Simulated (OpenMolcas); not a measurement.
CH5InO2 (SMILES [CH3][In]([OH])[OH]): methods side by side

The species is CH5InO2 (9 atoms), meant as a singlet with charge 0. SMILES: `[CH3][In]([OH])[OH]`. The shape is that of a PBE0-D4/def2-TZVP optimisation. This is one conformer, not always the lowest.

```xyz
9

C    -0.0866    0.9202   -1.3662
In    0.1229   -0.3361    0.3378
O     1.4408   -1.8060    0.5009
O    -0.8986   -0.3129    2.0486
H    -1.1264    0.9292   -1.6928
H     0.2121    1.9363   -1.1077
H     0.5475    0.5489   -2.1698
H     1.3655   -2.2434    1.3531
H    -1.5771    0.3637    2.0961
```

Each level gives the energy change with the C1–H6 bond stretched from 1.090 to 1.962 Å (eV). The values are calculated.

| level | kind | program | value (eV) | CPU time (all runs) |
| --- | --- | --- | --- | --- |
| BLYP/def2-SVP (core potential) (restricted) | GGA | OpenMolcas | 3.11 | 2.6 min |
| PBE/def2-SVP (core potential) (restricted) | GGA | OpenMolcas | 3.22 | 2.7 min |
| M06-L/def2-SVP (core potential) (restricted) | meta-GGA | OpenMolcas | 3.47 | 2.8 min |
| r2SCAN/def2-SVP (core potential) (restricted) | meta-GGA | OpenMolcas | 3.40 | 3 min |
| B3LYP/def2-SVP (core potential) (restricted) | global hybrid | OpenMolcas | 3.37 | 1.8 min |
| BHLYP/def2-SVP (core potential) (restricted) | global hybrid | OpenMolcas | 3.68 | 91 s |
| PBE0/def2-SVP (core potential) (restricted) | global hybrid | OpenMolcas | 3.51 | 1.9 min |
| B2PLYP/def2-SVP (core potential) (restricted) | double hybrid | OpenMolcas | 3.45 | 85 s |

The first shape isn't each level's own minimum. The values span 3.11 to 3.68 eV. Times are those of the runs behind each value, whatever else they computed, on shared processors of several kinds: orders of magnitude only.

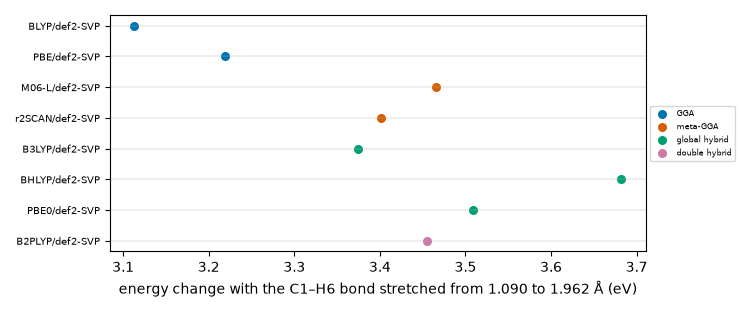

The values of the table, level by level.
